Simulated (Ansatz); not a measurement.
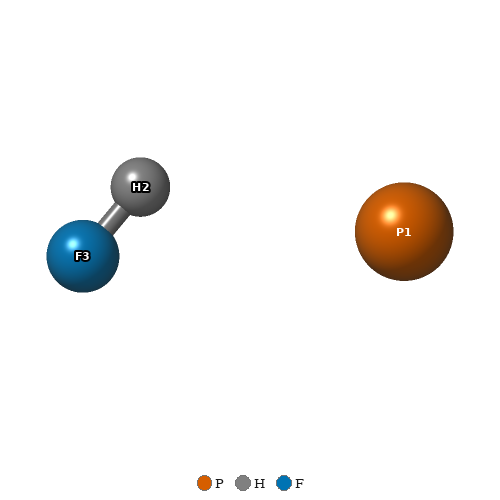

The system is P + HF, spin multiplicity 4; the picture shows the reference structure. 
- Coordinates scanned: (1) distance P1–H2; (2) distance H2–F3.
- Nothing is relaxed (the angle P1–H2–F3 is fixed at 120 degrees).
- The scan uses a 17 × 17 grid.
- Points are written as (first, second).
- All energies are given in kcal/mol relative to P far from the relaxed HF (each part in its own basis).
- In part of the range the unrestricted reference is strongly spin-contaminated.
- These are results of UHF/aug-cc-pVTZ in Ansatz 0.2.0, not measurements.

Its coordinates:

```xyz
3

P    -2.7040    0.0000    0.0000
H     0.0000    0.0000    0.0000
F     0.4550    0.7881    0.0000
```

Range: distance P1–H2 from 1.104 to 2.704 Å; distance H2–F3 from 0.728 to 2.328 Å.

Predict the map.

The lowest grid point is at (2.704 Å, 0.910 Å), 1.7 kcal/mol from P far from the relaxed HF (each part in its own basis). It lies in a valley that leaves the map towards separated partners. The highest grid point, (1.104 Å, 0.728 Å), lies 292 kcal/mol above the lowest. On the interpolated surface the lowest path from the side where the first distance is long, (2.704 Å, 0.910 Å), to the side where the second distance is long, about (1.42 Å, 2.33 Å), has its top at about (1.55 Å, 1.41 Å), about 60 kcal/mol above the start and 14 kcal/mol above the end.

| distance H2–F3 ↓, distance P1–H2 → | 1.104 | 1.211 | 1.368 | 1.551 | 1.754 | 1.972 | 2.205 | 2.449 | 2.704 |
| --- | --- | --- | --- | --- | --- | --- | --- | --- | --- |
| 2.199 | 91 | 63 | 49 | 51 | 65 | 80 | 89 | 93 | 95 |
| 1.949 | 95 | 67 | 51 | 53 | 66 | 80 | 88 | 92 | 94 |
| 1.711 | 102 | 73 | 56 | 57 | 68 | 79 | 86 | 89 | 90 |
| 1.485 | 115 | 83 | 64 | 61 | 67 | 73 | 77 | 79 | 80 |
| 1.274 | 134 | 98 | 72 | 60 | 56 | 54 | 53 | 53 | 53 |
| 1.081 | 160 | 116 | 77 | 52 | 37 | 28 | 23 | 20 | 19 |
| 0.910 | 199 | 145 | 92 | 55 | 31 | 16 | 8 | 4 | 2 |
| 0.772 | 262 | 198 | 134 | 88 | 57 | 38 | 28 | 23 | 20 |

The table holds every second grid line.

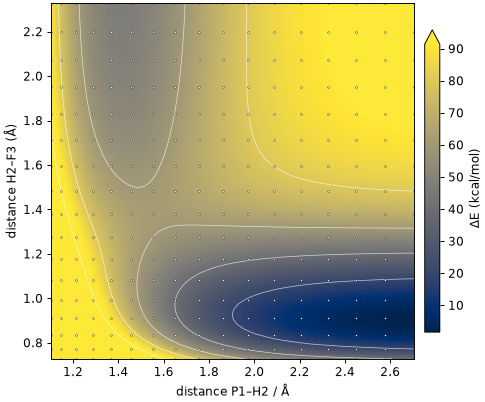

The picture shows a smooth colour map with a few white contour lines, dots at the grid points, one colour for all values above the top of the scale. Between grid points the surface is interpolated.

The whole map (289 points run) took 36 min on 1 thread of Arm Neoverse N1, with other jobs on the host.
